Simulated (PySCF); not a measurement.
# C₆H₁₁N₃ (SMILES Cc1cnn(C(C)C)n1): what the fields show

```yaml
atoms:
  - { symbol: C, position_ang: [3.5882, -1.1236, -0.3903] }
  - { symbol: C, position_ang: [2.1678, -0.7344, -0.6055] }
  - { symbol: C, position_ang: [1.5701, 0.0080, -1.6428] }
  - { symbol: N, position_ang: [0.2643, 0.0896, -1.4065] }
  - { symbol: N, position_ang: [0.1039, -0.5702, -0.2843] }
  - { symbol: C, position_ang: [-1.2072, -0.7468, 0.3300] }
  - { symbol: C, position_ang: [-1.8286, 0.6057, 0.6391] }
  - { symbol: C, position_ang: [-2.0851, -1.6167, -0.5563] }
  - { symbol: N, position_ang: [1.1968, -1.0835, 0.2394] }
  - { symbol: H, position_ang: [3.7052, -1.5627, 0.6091] }
  - { symbol: H, position_ang: [3.9190, -1.8680, -1.1318] }
  - { symbol: H, position_ang: [4.2594, -0.2556, -0.4715] }
  - { symbol: H, position_ang: [2.0164, 0.4728, -2.5200] }
  - { symbol: H, position_ang: [-0.9819, -1.2775, 1.2662] }
  - { symbol: H, position_ang: [-1.1730, 1.1985, 1.2933] }
  - { symbol: H, position_ang: [-2.7952, 0.4711, 1.1461] }
  - { symbol: H, position_ang: [-1.9947, 1.1712, -0.2894] }
  - { symbol: H, position_ang: [-1.6149, -2.5952, -0.7324] }
  - { symbol: H, position_ang: [-3.0628, -1.7820, -0.0805] }
  - { symbol: H, position_ang: [-2.2465, -1.1280, -1.5285] }
```

Geometry: PBE0-D3(BJ)/def2-SVP.

Level of theory: PySCF, PBE0/pcSseg-1, SCF density, gas phase, non-relativistic.

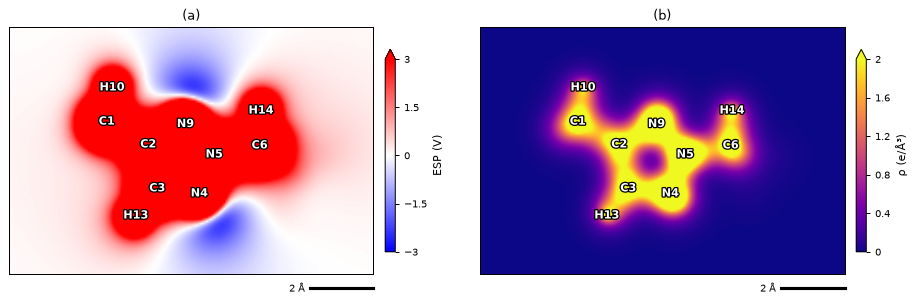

Figure 1. (a) molecular electrostatic potential; (b) total electron density on the plane of atoms C2, C3 and H13.

Interpret the plot.

The plane passes through C, N and H nuclei. N–N (1.31 Å): the density is about 2.7 e/Å³ at the midpoint. C–N (1.33 Å): the density is about 2.5 e/Å³ at the midpoint. C–C (1.41 Å): ρ is about 2 e/Å³ halfway. C–H (1.09 Å): the density is about 2 e/Å³ at the midpoint. C–N (1.46 Å): the density is about 1.9 e/Å³ at the midpoint. Outside the dense part of the molecule the potential is most negative (−2.3 V) near N9.

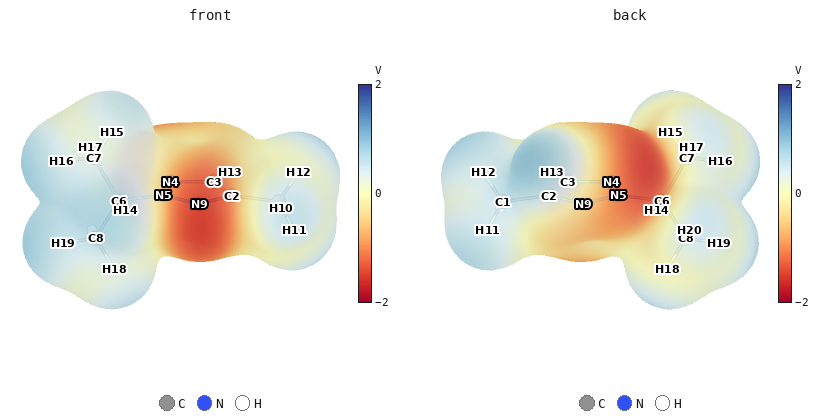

Figure 2. The molecular electrostatic potential painted on the density surface at 0.002 e/bohr³, seen from the front and from behind; the colour scale runs from red (negative) to blue (positive).

Where is the surface potential most negative and most positive?

The most negative region (about −1.6 V) lies over N4 and N9, the most positive (about +1.0 V) over H13.
